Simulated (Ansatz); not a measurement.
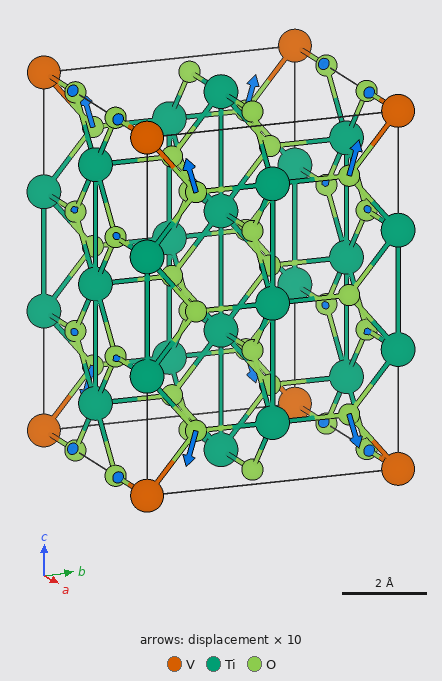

This is a relaxation of a defect cell of composition Ti₁₁VO₂₄ (cell charge +1). The starting structure is drawn; blue arrows show the displacements, 10 times their true length.

Style: ball-and-stick. Shown: the cell of the calculation, slightly off an axis.

Method: Ansatz, DFT, PBE, plane-wave PAW, default files, scalar-relativistic.

Input
```yaml
crystal:
  lattice:
    - [4.5922, 4.5922, 0.0]
    - [-4.5922, 4.5922, 0.0]
    - [0.0, 0.0, 8.8722]
  atoms:
    - { symbol: V, position: [0.0, 0.0, 0.0] }
    - { symbol: Ti, position: [0.0, 0.0, 0.3333333333] }
    - { symbol: Ti, position: [0.0, 0.0, 0.6666666667] }
    - { symbol: Ti, position: [0.5, 0.5, 0.0] }
    - { symbol: Ti, position: [0.5, 0.5, 0.3333333333] }
    - { symbol: Ti, position: [0.5, 0.5, 0.6666666667] }
    - { symbol: Ti, position: [0.5, 0.0, 0.1666666667] }
    - { symbol: Ti, position: [0.5, 0.0, 0.5] }
    - { symbol: Ti, position: [0.5, 0.0, 0.8333333333] }
    - { symbol: Ti, position: [0.0, 0.5, 0.1666666667] }
    - { symbol: Ti, position: [0.0, 0.5, 0.5] }
    - { symbol: Ti, position: [0.0, 0.5, 0.8333333333] }
    - { symbol: O, position: [0.30496, 0.0, 0.0] }
    - { symbol: O, position: [0.30496, 0.0, 0.3333333333] }
    - { symbol: O, position: [0.30496, 0.0, 0.6666666667] }
    - { symbol: O, position: [0.80496, 0.5, 0.0] }
    - { symbol: O, position: [0.80496, 0.5, 0.3333333333] }
    - { symbol: O, position: [0.80496, 0.5, 0.6666666667] }
    - { symbol: O, position: [0.5, 0.30496, 0.1666666667] }
    - { symbol: O, position: [0.5, 0.30496, 0.5] }
    - { symbol: O, position: [0.5, 0.30496, 0.8333333333] }
    - { symbol: O, position: [0.0, 0.80496, 0.1666666667] }
    - { symbol: O, position: [0.0, 0.80496, 0.5] }
    - { symbol: O, position: [0.0, 0.80496, 0.8333333333] }
    - { symbol: O, position: [0.69504, 0.0, 0.0] }
    - { symbol: O, position: [0.69504, 0.0, 0.3333333333] }
    - { symbol: O, position: [0.69504, 0.0, 0.6666666667] }
    - { symbol: O, position: [0.19504, 0.5, 0.0] }
    - { symbol: O, position: [0.19504, 0.5, 0.3333333333] }
    - { symbol: O, position: [0.19504, 0.5, 0.6666666667] }
    - { symbol: O, position: [0.5, 0.69504, 0.1666666667] }
    - { symbol: O, position: [0.5, 0.69504, 0.5] }
    - { symbol: O, position: [0.5, 0.69504, 0.8333333333] }
    - { symbol: O, position: [0.0, 0.19504, 0.1666666667] }
    - { symbol: O, position: [0.0, 0.19504, 0.5] }
    - { symbol: O, position: [0.0, 0.19504, 0.8333333333] }
total_charge: 1
kpoints:
  mp_grid: { grid: [3, 3, 2] }
scf:
  occupations: { method: fermi_dirac, width: 0.01 }
hamiltonian:
  xc: pbe
  pseudopotentials: { kind: paw }
output:
  forces: true
  stress: true
  populations: true
  efg:
    quadrupole_moments_barn: { V: -0.052, Ti: 0.247, O: -0.02558 }
    contact_densities: true
relax:
  f_tol: 0.03
  max_steps: 40
```

Launched with:
```bash
ansatz run input.yaml --threads 1 --pin off --max-ram 3072MiB --backend cpu --events-out ev --progress --plain --runs-dir out
```

Which element moves most?

Oxygen: up to 0.092 Å, against 0.010 Å for titanium.

What did the optimiser do to the structure, and how much energy did it gain?

After 4 accepted moves (5 points after the start) the energy has fallen by 0.459 eV per cell of the calculation. The largest force component goes from 1.6 to 0.017 eV/Å. The line search rejected the trial step at point 4 of the run. The largest moves, 0.092 Å, are those of O22, O24, O34 and O36. O34 goes along [0 −1 −2]. By element the largest moves are O 0.092 Å, Ti 0.010 Å. V stays in place. The lattice vectors keep their values. Among the contacts that change: V1–O22 1.947 → 1.863 Å, Ti2–O22 1.947 → 2.006 Å, V1–O13 1.981 → 1.940 Å, Ti7–O13 1.947 → 1.977 Å. Among the angles between lasting bonds that change: Ti2–O22–Ti10 130.6° → 126.0°, V1–O22–Ti10 130.6° → 134.0°, O22–V1–O34 81.2° → 83.5°. The run took 4.2 min on 1 thread of Arm Neoverse V2, with other jobs on the host, peak memory 1 GiB.

Limits of the set-up: the periodic images lie only 6.5 Å apart, so the values are limited by the cell's size; the cell is charged, on a uniform background, and energies carry no finite-size correction.
